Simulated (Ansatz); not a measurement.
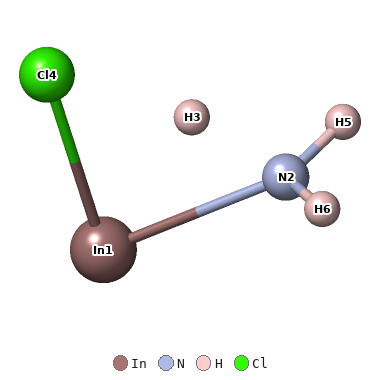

The system is the reacting system ClH₃InN (fragments ClH₃InN where the first distance is long, ClIn + H₃N where the second is long); the picture shows the reference structure. The first coordinate is: distance N2–H3 (bond that forms); the second: distance In1–H3 (bond that breaks). Relaxed at each point: all other coordinates. The grid has 13 × 13 points. Points are written as (first, second). Energies: kJ/mol, counted from the lowest grid point. Energies and slopes of some neighbouring points disagree (a jump in structure or state, or too coarse a mesh). The reference is spin-restricted, so regions where a bond is pulled apart into radicals lie too high. All numbers below come from Ansatz 0.2.0, RKS SPW92 (LDA)/def2-SVP.

Its coordinates:

```tsv
atom	x (Å)	y (Å)	z (Å)
In	1.4848	-1.0858	-0.7112
N	-0.3360	0.5999	-0.4856
H	-0.1572	-0.1658	0.5876
Cl	0.5067	-1.3996	1.6359
H	-1.3015	0.4698	-0.8179
H	-0.1967	1.5815	-0.2088
```

Range: distance N2–H3 (bond that forms) from 0.918 to 2.118 Å; distance In1–H3 (bond that breaks) from 1.557 to 3.357 Å.

> Predict the map.

The lowest grid point is at (1.046 Å, 2.641 Å). The highest grid point, (2.118 Å, 1.557 Å), lies 358 kJ/mol above the lowest.

```
second ↓, first →  0.918  0.972  1.046  1.130  1.222  1.320  1.423  1.530  1.641  1.756  1.873  1.994  2.118
            3.357     58     32     22     35     65    107    153    199    171    174    178    184    189
            3.171     50     24     14     27     57     97    139    176    167    170    175    180    186
            2.990     43     17      7     19     47     84    121    148    157    162    168    174    180
            2.813     39     12      2     13     39     73    104    126    140    150    159    168    177
            2.641     37     11      0     10     34     65     93    114    130    143    155    166    177
            2.475     41     15      3     12     35     63     89    111    129    144    158    170    181
            2.314     52     25     13     21     42     69     94    116    135    151    165    178    189
            2.160     70     43     30     37     57     83    108    130    149    165    179    191    202
            2.013     97     69     56     62     81    106    130    152    170    186    199    210    221
            1.875    132    104     90     95    114    137    161    182    199    214    226    237    246
            1.749    176    147    132    136    154    177    200    220    237    250    261    271    279
            1.638    226    196    180    184    201    224    246    266    282    294    305    313    319
            1.557    253    223    224    227    244    267    290    309    325    337    346    353    358
```

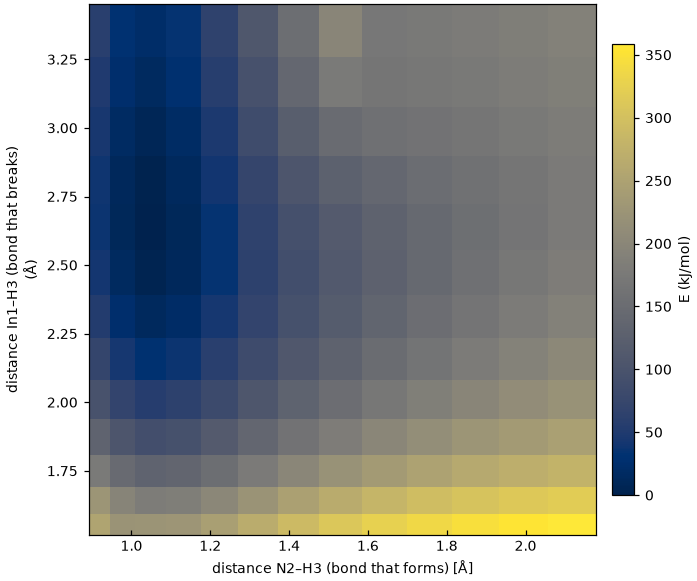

The picture shows one coloured cell a grid point.

Each point was launched as `ansatz run input.yaml --threads 1 --pin off --max-ram 2560MiB --backend cpu --events-out ev --progress --plain --runs-dir out`. Time for the 169 points that were run: 17 min on 1 thread of Arm Neoverse V1 (shared host).
